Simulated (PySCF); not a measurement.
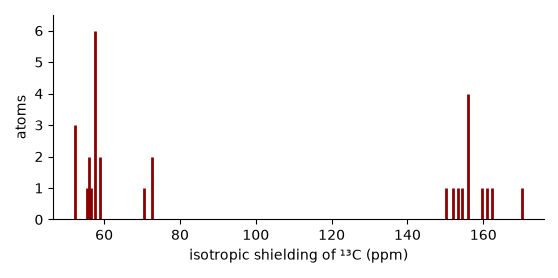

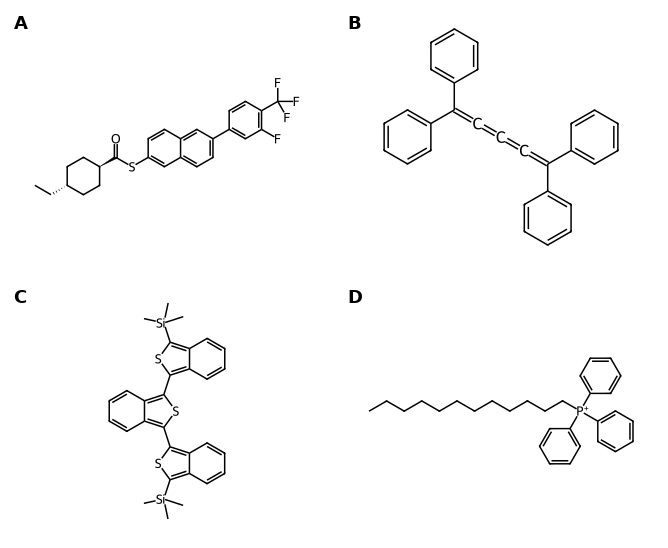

The sticks are computed shieldings of one of the molecules, for one fixed geometry (GFN2-xTB) without averaging over rotations. Low shielding means a high chemical shift. Method: GIAO OPBE/pcSseg-1 NMR shielding, non-relativistic, gas phase (PySCF 2.14.0).

**Which molecule gives this pattern?**

D, `CCCCCCCCCCCC[P+](c1ccccc1)(c1ccccc1)c1ccccc1`. Its 30 C atoms give lines at 52.4 (3 atoms), 55.4, 56.0 (2 atoms), 56.5, 57.6 (6 atoms), 59.0 (2 atoms), 70.5, 72.6 (2 atoms), 150.1, 152.1, 153.3, 154.3, 156.0 (4 atoms), 159.6, 161.0, 162.2, 170.1 ppm.

The geometry is semi-empirical. Around P, Si such bond lengths and angles can be off by a tenth of an ångström or more and by several degrees, and values that hang on the shape move with them.
